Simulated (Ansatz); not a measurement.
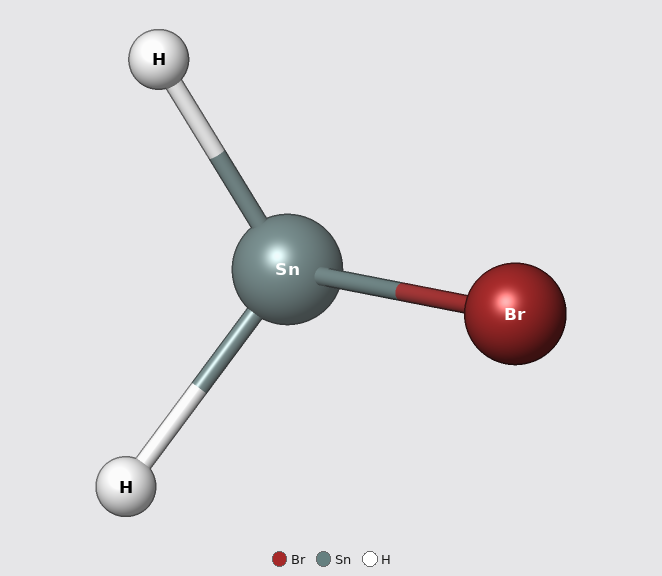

The species is neutral and a spin doublet. Geometry: moved along internal coordinates away from the minimum. Level of theory: UHF-CCSD(T), frozen core/def2-TZVPP, core potentials on Sn (Ansatz 0.2.0).

Computed properties:

The species is BrH₂Sn (`[Br][SnH2]`).
- ⟨S²⟩ of the determinant: 0.759
- T1 diagnostic: 0.013
